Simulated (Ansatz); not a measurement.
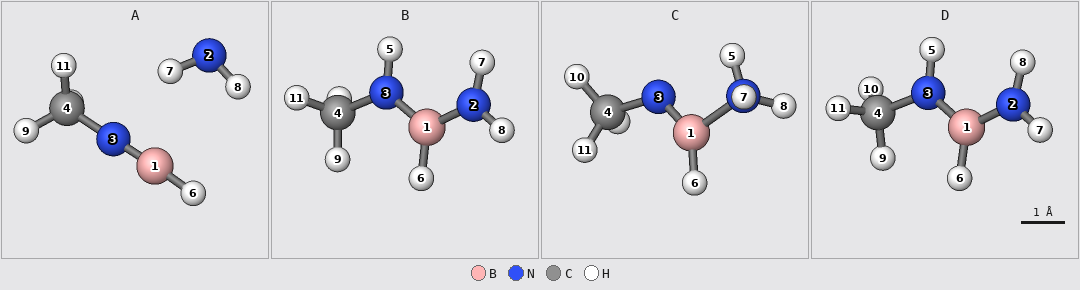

4 geometries from a converged minimum-energy path of CH₇BN₂, shuffled. Style: ball-and-stick. Shown at a tilt.

Theory: RKS PBE/6-31G* (Ansatz). Settings: 5 movable images; climbing image; force threshold 0.05 eV/Å; iteration limit 60; starting path through a guess of the saddle point.

### Which of them lies highest in energy?

A. In order along the path, whose images run from 0 to 6: B (image 0, 0.0 kJ/mol), D (image 1, +1.7 kJ/mol), C (image 3, +178.7 kJ/mol), A (image 5, +205.5 kJ/mol). Breaking: B1–N2 (1.42 → 3.30 at the top → 3.35 Å), N3–H5 (1.02 → 3.13 at the top → 2.73 Å). Forming: N2–H5 (2.73 → 1.03 at the top → 1.03 Å).

The run took 2.8 min on 2 threads of Intel(R) Xeon(R) Platinum 8488C (Sapphire Rapids) (shared host), peak memory 0.13 GiB.
